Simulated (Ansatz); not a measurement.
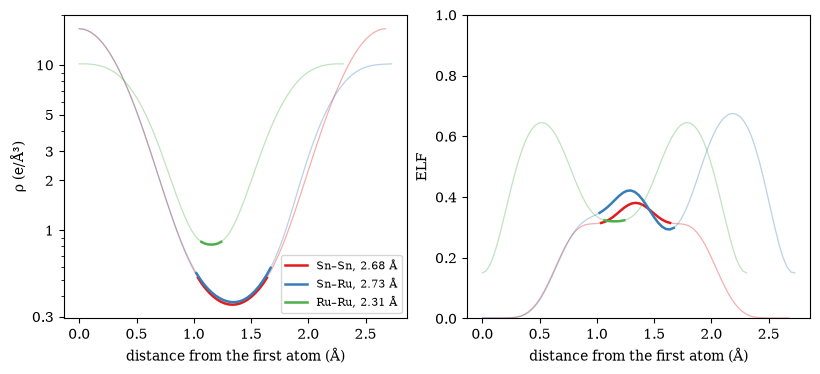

Figure 1: SnRu4. Valence charge density (pseudo) and electron localisation function along straight lines between neighbouring atoms. Thin, pale parts lie inside the atomic spheres.

Space group P4/mmm; a structure generated by program, which may or may not match a known phase; computed without spin polarisation.

Level of theory: DFT PBE, scalar-relativistic, plane waves, PAW (Ansatz).

Core electrons are frozen (PAW), and the valence fields are smoothed inside the atomic spheres.

> What can be read from the curves?

Sn–Sn (2.68 Å): the density is about 0.35 e/Å³ at the midpoint; the ELF is about 0.40 at the midpoint.
Sn–Ru (2.73 Å): ρ at the midpoint is about 0.37 e/Å³; the ELF is about 0.40 at the midpoint.
Ru–Ru (2.31 Å): ρ is about 0.82 e/Å³ halfway; the ELF is about 0.30 at the midpoint.
